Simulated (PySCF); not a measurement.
C$_{6}$H$_{7}$NO$_{2}$Si

```xyz
17

C     2.9046   -0.0008   -1.0538
C     2.1664    0.3511    0.2097
O     2.6718    0.9435    1.1344
C     0.7508   -0.0973    0.2301
C    -0.0619    0.2194    1.2411
Si   -1.8619   -0.2968    1.3692
C    -2.9014    1.1880    1.8298
N    -3.5431    2.0942    2.1106
C    -2.5410   -0.8445   -0.3526
O    -1.8439   -1.3251   -1.2087
H     3.9132    0.4026   -1.0293
H     2.9475   -1.0842   -1.1544
H     2.3692    0.3947   -1.9150
H     0.4106   -0.6779   -0.6153
H     0.3677    0.8143    2.0423
H    -2.1286   -1.3539    2.3475
H    -3.6267   -0.7153   -0.5461
```

Geometry: GFN2-xTB.

Method: PySCF, PBE0/pcSseg-1, SCF density, gas phase, non-relativistic.

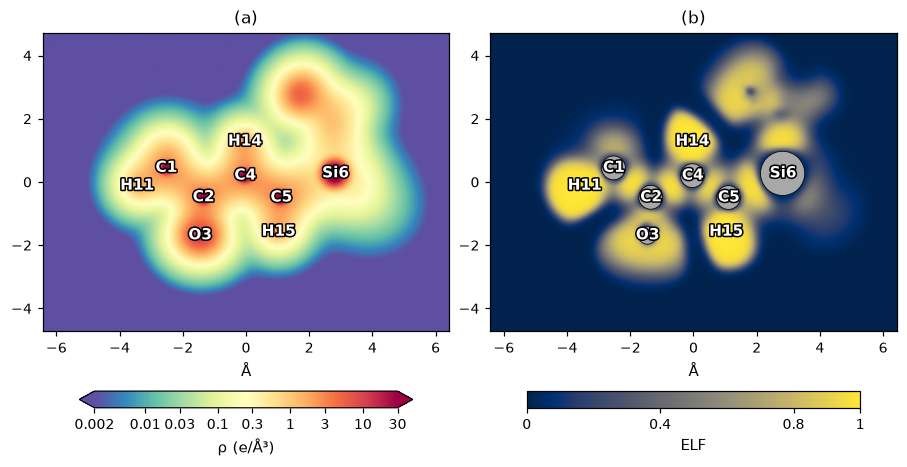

Figure 1. (a) electron density; (b) electron localisation function on the plane of atoms C4, C5 and H15. Grey discs cover the atomic cores in the ELF map.

> What do the fields say about this system?

- Atoms in the plane: C, O, Si and H.
- C–O (1.21 Å): the density is about 3.3 e/Å³ at the midpoint; the ELF peaks at about 0.85 between the atoms: a short, multiple covalent bond.
- C–C (1.34 Å): ρ is about 2.3 e/Å³ halfway; the ELF peaks at about 0.90 between the atoms (a multiple bond).
- C–Si (1.88 Å): the density is about 0.95 e/Å³ at the midpoint; the ELF peaks at about 0.95 between the atoms, as expected for a covalent bond.
- C–H (1.08 Å): ρ at the midpoint is about 2.1 e/Å³; the ELF climbs to about 1 towards the hydrogen, as it does in any bond to H: an ordinary covalent bond to hydrogen.
- C–C (1.49 Å): the density is about 1.8 e/Å³ at the midpoint; the ELF peaks at about 0.95 between the atoms, as expected for localised, covalent bonding.
- The ELF also peaks beside O3, away from the bonds: lone-pair regions.

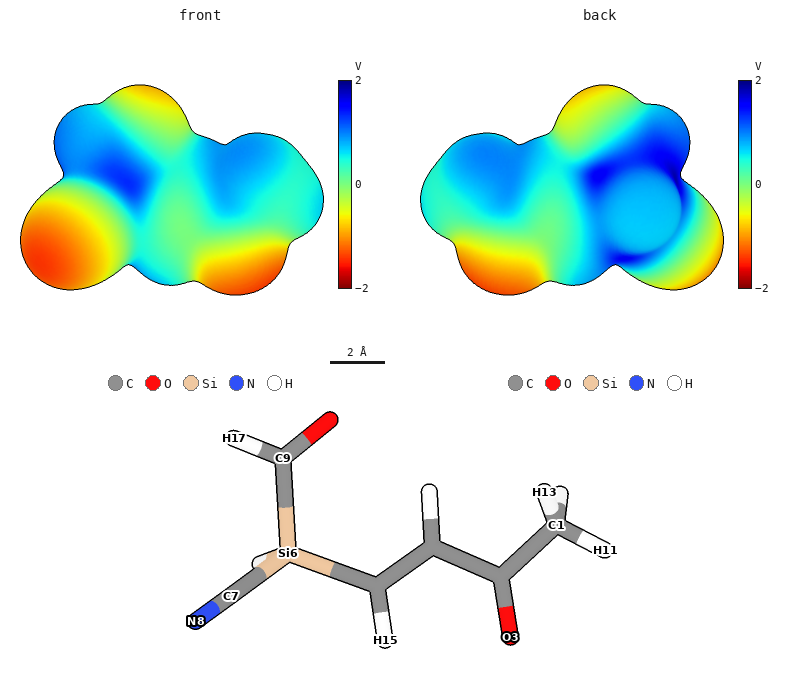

Figure 2. The electrostatic potential painted on the density surface at 0.001 e/bohr³, seen from the front and from behind; the colour scale runs from red (negative) to blue (positive). The bare structure is drawn below in the same view.

> Which sites attract a positive test charge, and which a negative one?

A positive charge is drawn to the negative regions and a negative charge to the positive ones. The most negative region (about −1.4 V) lies over O3 and N8, the most positive (about +1.7 V) over Si6.
